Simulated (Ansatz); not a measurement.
**Ligand exchange: C3H8ClGa + C4H4ClN → C2H5Cl2Ga + C5H7N**

Species: C3H8ClGa `C[CH2][Ga]([CH3])[Cl]`, singlet; C4H4ClN `Clc1ccc[nH]1`, singlet; C2H5Cl2Ga `C[CH2][Ga]([Cl])[Cl]`, singlet; C5H7N (2-methyl-1H-pyrrole) `Cc1ccc[nH]1`, singlet. The partners trade CH3 for Cl: Ga–CH3 and C–Cl bonds give way to Ga–Cl and C–CH3.

Shapes, held fixed at every level: PBE0-D4/def2-TZVP. Flexible molecules stand in one conformer, not always the lowest. Programs: Ansatz 0.2.0. The zero-point and thermal change to 298 K, harmonic and unscaled (PBE0-D4/def2-TZVP), is +6.2 kJ/mol.

| level | kind | ΔH(298 K) (kJ/mol) | less CCSD(T)/def2-TZVPP |
| --- | --- | --- | --- |
| HF/def2-TZVPP | Hartree–Fock | -183.4 | -25.5 |
| SPW92/def2-TZVPP | LDA | -147.5 | +10.4 |
| PBE0-D4/def2-TZVPP | global hybrid | -156.8 | +1.1 |
| wB97M-V/def2-TZVPP | range-separated hybrid | -157.2 | +0.7 |
| wB97X-V/def2-TZVPP | range-separated hybrid | -157.9 | 0.0 |
| MP2/def2-TZVPP | perturbation theory | -156.5 | +1.4 |
| CCSD(T)/def2-SVP | coupled cluster or CI | -177.0 | -19.1 |
| CCSD(T)/def2-TZVPP | coupled cluster or CI | -157.9 | 0.0 |

The highest level, CCSD(T)/def2-TZVPP, gives ΔH(298 K) = -157.9 kJ/mol; the levels span -183.4 to -147.5. The column of differences is taken from that level and isn't an error. No measured value is set beside it here. Relativity is left out for Ga. Outer-core shells of Ga are correlated in most correlated rows, in sets that cover them unevenly.

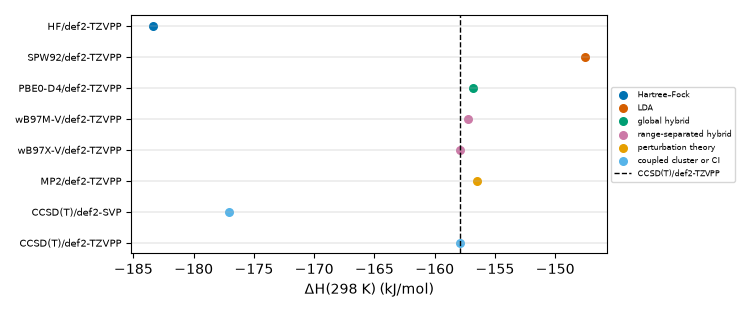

The values of the table, level by level.
